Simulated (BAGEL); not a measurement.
# A workflow on InPH4O (SMILES O[PH][InH2])

Wanted: a single-point energy (HF/ANO-RCC-VDZP), then the energy (NEVPT2(2,2)/ANO-RCC-VDZP) of InPH4O. 

The results are computed with BAGEL 1.2.2.

1 further run of the same task is left out (set aside as unsound or not needed).

**1. The molecule**

The species is InPH4O (7 atoms), meant as a singlet with charge 0. SMILES: `O[PH][InH2]`. The shape is that of a PBE0-D4/def2-TZVP optimisation. This is one conformer, not always the lowest.

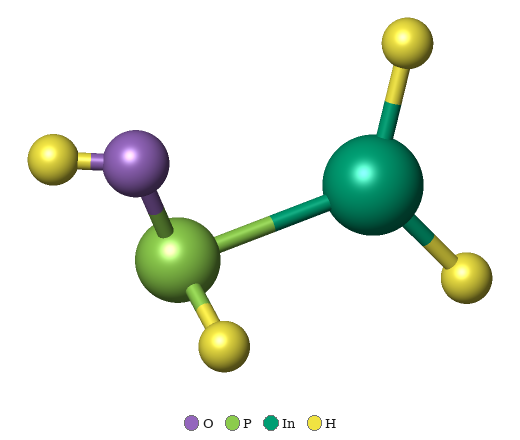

Viewed from a chosen angle; oxygen purple, phosphorus green, indium teal, hydrogen yellow.

**2. A single-point energy at HF/ANO-RCC-VDZP (DKH2, density fitting with AutoAux) (run 1)**

File calc.json:

```json
{ "bagel": [

{
  "title": "molecule",
  "basis": "ano-rcc-vdzp.json",
  "df_basis": "ano-rcc-vdzp-autoaux.json",
  "angstrom": true,
  "dkh": true,
  "geometry": [
    { "atom": "O", "xyz": [      -1.844483,       0.146897,       0.079211 ] },
    { "atom": "P", "xyz": [      -0.622783,      -0.370003,      -0.935489 ] },
    { "atom": "In", "xyz": [       1.396917,       0.365897,       0.345911 ] },
    { "atom": "H", "xyz": [      -2.634300,       0.311800,      -0.441900 ] },
    { "atom": "H", "xyz": [      -0.483683,      -1.722103,      -0.492189 ] },
    { "atom": "H", "xyz": [       1.278217,       1.623197,       1.518011 ] },
    { "atom": "H", "xyz": [       2.910117,      -0.355703,      -0.073489 ] }
  ]
},

{
  "title": "hf"
},

{
  "title": "print",
  "file": "orbitals.molden",
  "orbitals": true
}

]}
```

The basis set ANO-RCC-VDZP is read from a file made from the Basis Set Exchange's data (not shown).

Run with:

```
$ BAGEL_NUM_THREADS=1 BAGEL calc.json > calc.out
```

What it wrote:

```text
* using 1 threads per process

  ===============================================================
  ===============================================================

  *** Geometry ***

  { "atom" : "O", "xyz" : [     -3.485568,      0.277595,      0.149687 ] },
  { "atom" : "P", "xyz" : [     -1.176889,     -0.699204,     -1.767818 ] },
  { "atom" : "In", "xyz" : [      2.639791,      0.691445,      0.653677 ] },
  { "atom" : "H", "xyz" : [     -4.978106,      0.589217,     -0.835070 ] },
  { "atom" : "H", "xyz" : [     -0.914028,     -3.254303,     -0.930102 ] },
  { "atom" : "H", "xyz" : [      2.415480,      3.067398,      2.868625 ] },
  { "atom" : "H", "xyz" : [      5.499324,     -0.672181,     -0.138874 ] },

  Number of auxiliary basis functions:     1071

  Since a DF basis is specified, we compute 2- and 3-index integrals:
    o Being stored without compression. Storage requirement is 0.077 GB

  Number of basis functions:       95
  Number of electrons      :       76

    * METHOD: MOLECULE                             2.30

  *** RHF ***

  === Nuclear Repulsion ===
   324.8470025728

      * DIIS with orbital gradients will be used.

  === RHF iteration (ano-rcc-vdzp.json) ===
      0      -6295.63707020          0.01987420           0.45
      1      -6295.75450390          0.01622646           0.44
      2      -6295.89033078          0.00122029           0.45
      3      -6295.89227866          0.00045455           0.44
      4      -6295.89246701          0.00013204           0.45
      5      -6295.89249941          0.00004353           0.44
      6      -6295.89250297          0.00001671           0.45
      7      -6295.89250368          0.00000542           0.46
      8      -6295.89250375          0.00000273           0.46
      9      -6295.89250376          0.00000097           0.46
     10      -6295.89250376          0.00000045           0.45
     11      -6295.89250376          0.00000019           0.45
     12      -6295.89250376          0.00000007           0.46
     13      -6295.89250377          0.00000003           0.46
     14      -6295.89250376          0.00000001           0.45
     15      -6295.89250376          0.00000001           0.46
    * SCF iteration converged.

    * Permanent dipole moment:
           (    0.046315,     0.042962,     0.146667) a.u.

    * METHOD: HF                                   9.10

    * METHOD: PRINT                                0.02

  ===============================================================
```

Run time: 12 s. Hardware: 1 thread of Arm Neoverse V1, shared host; peak memory 0.32 GiB.

**3. The energy at NEVPT2(2,2)/ANO-RCC-VDZP (DKH2, density fitting with AutoAux) (run 2)**

File nevpt2.json:

```json
{ "bagel": [

{
  "title": "molecule",
  "basis": "ano-rcc-vdzp.json",
  "df_basis": "ano-rcc-vdzp-autoaux.json",
  "angstrom": "true",
  "dkh": "true",
  "geometry": [
    { "atom": "O", "xyz": [   -1.844483,    0.146897,    0.079211 ] },
    { "atom": "P", "xyz": [   -0.622783,   -0.370003,   -0.935489 ] },
    { "atom": "In", "xyz": [    1.396917,    0.365897,    0.345911 ] },
    { "atom": "H", "xyz": [   -2.634300,    0.311800,   -0.441900 ] },
    { "atom": "H", "xyz": [   -0.483683,   -1.722103,   -0.492189 ] },
    { "atom": "H", "xyz": [    1.278217,    1.623197,    1.518011 ] },
    { "atom": "H", "xyz": [    2.910117,   -0.355703,   -0.073489 ] }
  ]
},
{
  "title": "hf"
},
{
  "title": "casscf",
  "nstate": 1,
  "nact": 2,
  "nclosed": 37,
  "active": [32, 40],
  "maxiter": 200,
  "natocc": "true"
},
{
  "title": "nevpt2",
  "nstate": 1,
  "nact": 2,
  "nclosed": 37,
  "active": [32, 40],
  "maxiter": 200,
  "natocc": "true",
  "ncore": 24
},
{
  "title": "print",
  "file": "orbitals.molden",
  "orbitals": "true"
}

]}
```

The basis set ANO-RCC-VDZP is read from a file made from the Basis Set Exchange's data (not shown).

Run with:

```
$ BAGEL_NUM_THREADS=1 BAGEL nevpt2.json > nevpt2.out
```

What it wrote:

```text
* using 1 threads per process

  ===============================================================
  ===============================================================

  *** Geometry ***

  { "atom" : "O", "xyz" : [     -3.485568,      0.277595,      0.149687 ] },
  { "atom" : "P", "xyz" : [     -1.176889,     -0.699204,     -1.767818 ] },
  { "atom" : "In", "xyz" : [      2.639791,      0.691445,      0.653677 ] },
  { "atom" : "H", "xyz" : [     -4.978106,      0.589217,     -0.835070 ] },
  { "atom" : "H", "xyz" : [     -0.914028,     -3.254303,     -0.930102 ] },
  { "atom" : "H", "xyz" : [      2.415480,      3.067398,      2.868625 ] },
  { "atom" : "H", "xyz" : [      5.499324,     -0.672181,     -0.138874 ] },

  Number of auxiliary basis functions:     1071

  Since a DF basis is specified, we compute 2- and 3-index integrals:
    o Being stored without compression. Storage requirement is 0.077 GB

  Number of basis functions:       95
  Number of electrons      :       76

    * METHOD: MOLECULE                             2.31

  *** RHF ***

  === Nuclear Repulsion ===
   324.8470025728

      * DIIS with orbital gradients will be used.

  === RHF iteration (ano-rcc-vdzp.json) ===
      0      -6295.63707020          0.01987420           0.45
      1      -6295.75450390          0.01622646           0.48
      2      -6295.89033078          0.00122029           0.44
      3      -6295.89227866          0.00045455           0.44
      4      -6295.89246701          0.00013204           0.46
      5      -6295.89249941          0.00004353           0.42
      6      -6295.89250297          0.00001671           0.42
      7      -6295.89250368          0.00000542           0.42
      8      -6295.89250375          0.00000273           0.44
      9      -6295.89250376          0.00000097           0.45
     10      -6295.89250376          0.00000045           0.45
     11      -6295.89250376          0.00000019           0.46
     12      -6295.89250376          0.00000007           0.47
     13      -6295.89250377          0.00000003           0.45
     14      -6295.89250376          0.00000001           0.46
     15      -6295.89250376          0.00000001           0.44
    * SCF iteration converged.

    * Permanent dipole moment:
           (    0.046315,     0.042962,     0.146667) a.u.

    * METHOD: HF                                   9.02

  ---------------------------
      CASSCF calculation
  ---------------------------

    ==== Active orbitals : =====
         Orbital 32
         Orbital 40
    ============================

    * nstate   :      1
    * nclosed  :     37
    * nact     :      2
    * nvirt    :     56
  === CASSCF iteration (ano-rcc-vdzp.json) ===

    * Using the second-order algorithm

      0  0     -6295.89258034     1.75e-05      0.14

      1  0     -6295.89293629     8.03e-05      1.45

      2  0     -6295.89837081     6.02e-04      1.50

      3  0     -6295.91064749     5.80e-04      1.78

      4  0     -6295.91264986     9.83e-05      2.01

      5  0     -6295.91269512     5.47e-05      2.06

      6  0     -6295.91269736     2.37e-05      2.13

      7  0     -6295.91269755     9.18e-06      2.09

      8  0     -6295.91269757     3.40e-06      2.25

      9  0     -6295.91269757     1.23e-06      2.17

     10  0     -6295.91269757     4.44e-07      2.20

     11  0     -6295.91269757     1.59e-07      2.00

     12  0     -6295.91269757     5.70e-08      1.94

     13  0     -6295.91269757     2.05e-08      1.83

     14  0     -6295.91269757     7.32e-09      1.85

    * Second-order optimization converged. *

     guess   0:   closed 1.                   open ..

  === FCI iteration ===

      0  0     -6295.89223567     1.04e-01      0.00
      1  0     -6295.91267249     2.80e-03      0.00
      2  0 *   -6295.91269757     4.01e-16      0.00

     * ci vector, state   0, <S^2> = 0.0000
       2.     0.9952175875
       .2    -0.0976829238

    * METHOD: CASSCF                              29.37

    * freezing 24 orbitals

  === DF-NEVPT2 calculation ===

    * 3-index integral transformation done
    * assembly done

      NEVPT2 correlation energy:   -0.7696727556      0.23

          (+0)     -0.6222520414
          (+0)'    -0.1014291609
          (+1)     -0.0053285783
          (+1)'    -0.0000009439
          (+2)     -0.0004357975
          (-1)     -0.0337982568
          (-1)'    -0.0000521281
          (-2)     -0.0063758489

      NEVPT2 total energy:       -6296.6823703221

    * METHOD: NEVPT2                               0.87

    * METHOD: PRINT                                0.02

  ===============================================================
```

Run time: 42 s. Hardware: 1 thread of Arm Neoverse V1, shared host; peak memory 0.33 GiB.

**4. Summary of results**

| quantity | value |
| --- | --- |
| run 1, HF/ANO-RCC-VDZP: total energy | -6295.89250 Eh |
| run 1, HF/ANO-RCC-VDZP: dipole moment | 0.41 D |
| run 1, HF/ANO-RCC-VDZP: HOMO energy | -8.92 eV |
| run 1, HF/ANO-RCC-VDZP: LUMO energy | 0.72 eV |
| run 1, HF/ANO-RCC-VDZP: HOMO–LUMO gap | 9.64 eV |
| run 2, NEVPT2(2,2)/ANO-RCC-VDZP: total energy | -6296.68237 Eh |
